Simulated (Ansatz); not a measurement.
# Si₂F (sextet): correlated methods under varied settings

Aim: run Si₂F (sextet) at one geometry under a spread of methods and options, and see what each costs and gives.

Method: the settings change from run to run; program: Ansatz 0.2.0, Gaussian basis.

31 further runs of the same task are left out: 10 for a known fault of the program, 10 that didn't finish, 11 set aside as unsound or not needed.

## (1) What is computed

The geometry is a PBE0/def2-TZVP stationary point (not a proven minimum) of the parent state, kept for this charge and spin.

3 atoms, charge 0, spin multiplicity 6.

Atoms are counted from 1 here; the program's logs count them from 0.

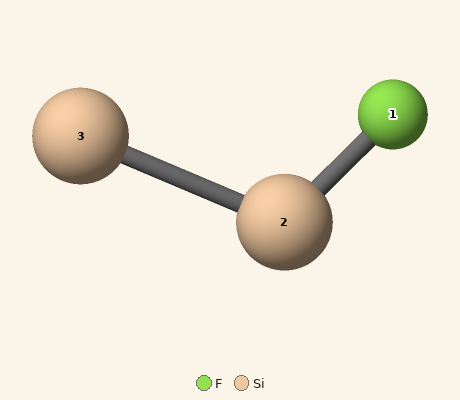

The geometry (fluorine green, silicon light orange); atoms are numbered from 1 in the order of the file.

## (2) CASSCF(7,8)/cc-pVDZ

Contents of in.yaml:

```yaml
crystal:
  periodic: [false, false, false]
  atoms:
    - {symbol: F, position_ang: [0.000000, -0.606197, 1.621189]}
    - {symbol: Si, position_ang: [0.000000, 0.594494, 0.550881]}
    - {symbol: Si, position_ang: [0.000000, -0.184433, -1.647532]}
basis:
  gaussian: {orbitals: cc-pVDZ}
magnetization: {spin_polarized: false, initial_magnetization: 5}
correlation: {active_space: {window: {electrons: 7, orbitals: 8}, states: [{multiplicity: 6, weights: [0.5, 1, 0.5]}], root: 1}}
```

Started as:

```
> ansatz run in.yaml --threads 1 --pin off --events-out ev --progress --plain --max-ram 2393MiB
```

The log of the run:

```text
Functional definition: HF
  name "HF"
  cite "Fock, Z. Phys. 61, 126 (1930) doi:10.1007/BF01340294"
  parent pbe
  exchange = exact_x
  correlation = 0
913 factors; integrals over basis functions are off by at most 1.2e-7 eV
mean field evaluation 1: about -18424.3493 eV, gradient 2.2e1 eV
mean field evaluation 2: about -18424.3923 eV, gradient 2.2e1 eV
mean field evaluation 4: about -18426.4923 eV, gradient 2.7e0 eV
mean field evaluation 8: about -18426.6099 eV, gradient 3.4e-1 eV
mean field evaluation 16: about -18426.6144 eV, gradient 2.0e-6 eV
mean field -18426.61441330 eV, -677.1655896809 hartree, gradient 2.0e-6 eV, S^2 8.750000; 0 other end points of the search recorded, 0 dependent functions left out
reference -18426.61441330 eV, -677.1655896809 hartree; 21, 16 occupied and 29, 34 virtual orbitals, 913 factors
state -18426.88581128 eV, -677.1755633729 hartree
state -18423.54822389 eV, -677.0529092984 hartree
state -18423.21334914 eV, -677.0406028785 hartree
Total energy: -18423.54822389 eV, -677.0529092984 hartree
```

Wall time 4 s (1 thread of AMD EPYC, shared host).

From the report: 224 determinants; active occupations (of the averaged states) 1.94, 1.02, 1.00, 0.99, 0.98, 0.51, 0.29, 0.26.

## (3) CCSD/6-31G*

Contents of in.yaml:

```yaml
crystal:
  periodic: [false, false, false]
  atoms:
    - {symbol: F, position_ang: [0.000000, -0.606197, 1.621189]}
    - {symbol: Si, position_ang: [0.000000, 0.594494, 0.550881]}
    - {symbol: Si, position_ang: [0.000000, -0.184433, -1.647532]}
basis:
  gaussian: {orbitals: "6-31G*"}
magnetization: {spin_polarized: true, initial_magnetization: 5}
hamiltonian: {xc: {name: r2SCAN}, pseudopotentials: {relativity: scalar}}
correlation: {method: ccsd, electrons: valence}
accuracy: high
scf: {lower_state_search: full}
```

The command is unchanged.

The log of the run (excerpt; [...] marks lines left out):

```text
Functional definition: r2SCAN
  name "r2SCAN"
  cite "Furness, Kaplan, Ning, Perdew & Sun, J. Phys. Chem. Lett. 11, 8208 (2020) doi:10.1021/acs.jpclett.0c02405"
  cite "Furness, Kaplan, Ning, Perdew & Sun, J. Phys. Chem. Lett. 11, 9248 (2020) doi:10.1021/acs.jpclett.0c03077"
  parent r2scan
[...]
965 factors; integrals over basis functions are off by at most 3.4e-9 eV
[...]
mean field -18494.60471366 eV, -679.6641871337 hartree, gradient 3.3e-8 eV, S^2 8.753395; 4 other end points of the search recorded, 0 dependent functions left out
11 core orbitals not correlated: weight in the atoms' cores, before any rotation towards them, 1.000 or more for the frozen orbitals, at most 0.000 for the correlated occupied ones
reference -18457.05605167 eV, -678.2842992568 hartree; 10, 5 occupied and 32, 37 virtual orbitals, 965 factors
second order -7.48489799 eV of doubles, -0.33215163 eV of singles
cycle   1  -7.58839033 eV  change    2.2e-1 eV  update   9.7e-2
[...]
cycle  24  -7.92261221 eV  change   4.1e-10 eV  update   1.5e-9
Total energy: -18464.97866387 eV, -678.5754498853 hartree
Relativity: scalar
```

It took 31 s on 1 thread of AMD EPYC, shared host; peak memory 0.27 GiB.

From the report: ⟨S²⟩ of the determinant 8.753 (pure sextet: 8.75); correlation -7.9226 eV; T1 0.015; largest double amplitude 0.05. The orbitals are Kohn-Sham ones, so correlation energy and T1 don't compare with those on Hartree-Fock orbitals.

## (4) BCCD/cc-pVDZ

Contents of in.yaml:

```yaml
crystal:
  periodic: [false, false, false]
  atoms:
    - {symbol: F, position_ang: [0.000000, -0.606197, 1.621189]}
    - {symbol: Si, position_ang: [0.000000, 0.594494, 0.550881]}
    - {symbol: Si, position_ang: [0.000000, -0.184433, -1.647532]}
basis:
  gaussian: {orbitals: cc-pVDZ}
magnetization: {spin_polarized: false, initial_magnetization: 5}
hamiltonian: {xc: {name: r2SCAN}}
correlation: {method: bccd, electrons: outside_noble_gas}
accuracy: high
output: {forces: true}
```

The command is unchanged.

The log of the run (excerpt; [...] marks lines left out):

```text
Functional definition: r2SCAN
  name "r2SCAN"
  cite "Furness, Kaplan, Ning, Perdew & Sun, J. Phys. Chem. Lett. 11, 8208 (2020) doi:10.1021/acs.jpclett.0c02405"
  cite "Furness, Kaplan, Ning, Perdew & Sun, J. Phys. Chem. Lett. 11, 9248 (2020) doi:10.1021/acs.jpclett.0c03077"
  parent r2scan
[...]
1006 factors; integrals over basis functions are off by at most 2.8e-9 eV
[...]
mean field -18463.73783935 eV, -678.5298504252 hartree, gradient 7.5e-8 eV, S^2 8.750000; 0 other end points of the search recorded, 0 dependent functions left out
[...]
11 core orbitals not correlated: weight in the atoms' cores, before any rotation towards them, 1.000 or more for the frozen orbitals, at most 0.000 for the correlated occupied ones
reference -18426.06250238 eV, -677.1453073285 hartree; 10, 5 occupied and 29, 34 virtual orbitals, 1006 factors
second order -8.17600033 eV of doubles, -0.37471717 eV of singles
cycle   1  -8.37786902 eV  change    1.6e-1 eV  update   1.0e-1
[...]
cycle  26  -8.70698116 eV  change  -2.4e-10 eV  update  9.5e-10
[...]
Total energy: -18434.76948353 eV, -677.4652829843 hartree
Atom 0 at     0.000000    -0.606197     1.621189 Å, force    -0.000000    -1.408228     1.397530 eV/Å
Atom 1 at     0.000000     0.594494     0.550881 Å, force     0.000000     1.476370    -0.985981 eV/Å
Atom 2 at     0.000000    -0.184433    -1.647532 Å, force    -0.000000    -0.068141    -0.411549 eV/Å
Dipole moment:    -0.000000     0.241247    -0.174169 e Å
```

Wall time 47 s (1 thread of AMD EPYC, shared host); peak memory 0.34 GiB.

From the report: correlation -8.7070 eV; largest double amplitude 0.05.

## (5) The runs in one table

Where basis and cores are those of an earlier UCCSDT(Q)/cc-pVDZ run (-18435.1133 eV), and the state is the same kind, the miss against it is given.

| level | correlated | functions | energy (eV) | from UCCSDT(Q) (meV) | time |
| --- | --- | --- | --- | --- | --- |
| CASSCF(7,8)/cc-pVDZ (excited root 1 of an average) |  | 50 | -18423.5482 |  | 4 s |
| CCSD/6-31G* (on r2SCAN orbitals, relativity set) | valence | 53 | -18464.9787 |  | 31 s |
| BCCD/cc-pVDZ (on r2SCAN orbitals) | outside noble gas | 50 | -18434.7695 | 343.8 | 47 s |

## (6) What came out

| quantity | value |
| --- | --- |
| runs | 3 |
| quickest | CASSCF(7,8)/cc-pVDZ (excited root 1 of an average), 4 s |
| slowest | BCCD/cc-pVDZ (on r2SCAN orbitals), 47 s |

**Reading.** Total energies in different bases, with other cores or another treatment of relativity can't be set against each other. BCCD/cc-pVDZ (on r2SCAN orbitals) took 12 times as long as CASSCF(7,8)/cc-pVDZ (excited root 1 of an average); the jobs differ in more than the method. Cores frozen from Kohn-Sham orbitals shift the total energy.
